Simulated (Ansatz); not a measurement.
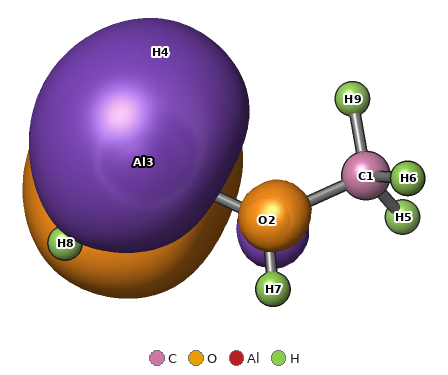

CH6AlO (charge +1). The LUMO at ±0.1 Å⁻³ᐟ² (orange and purple are the two phases), seen at a tilt.

Geometry: PBE0-D4/def2-TZVP.

Level of theory: Ansatz, RKS PBE0-D4/def2-TZVPP.

Input

```
crystal:
  periodic: [false, false, false]
  atoms:
    - {symbol: C, position_ang: [-0.374645, 0.771516, -0.068614]}
    - {symbol: O, position_ang: [0.398279, -0.470631, -0.225672]}
    - {symbol: Al, position_ang: [0.672662, -1.816335, 1.007150]}
    - {symbol: H, position_ang: [-0.078810, -1.414452, 2.309371]}
    - {symbol: H, position_ang: [-1.178695, 0.767341, -0.800757]}
    - {symbol: H, position_ang: [0.300289, 1.612670, -0.208147]}
    - {symbol: H, position_ang: [0.787719, -0.532126, -1.109316]}
    - {symbol: H, position_ang: [1.564950, -2.885124, 0.310657]}
    - {symbol: H, position_ang: [-0.771629, 0.756715, 0.943222]}
basis:
  gaussian: {orbitals: def2-TZVPP}
total_charge: 1
hamiltonian: {xc: pbe0, dispersion: d4}
output: {orbitals: {seedname: orbitals}}
```

Command:

```sh
ansatz run in.yaml --threads 2 --pin off --events-out ev --progress --plain --max-ram 4352MiB
```

> What is the character of this orbital?

By Hirshfeld shares it lies mainly on Al3 (about 80 %). Its energy is −6.30 eV.
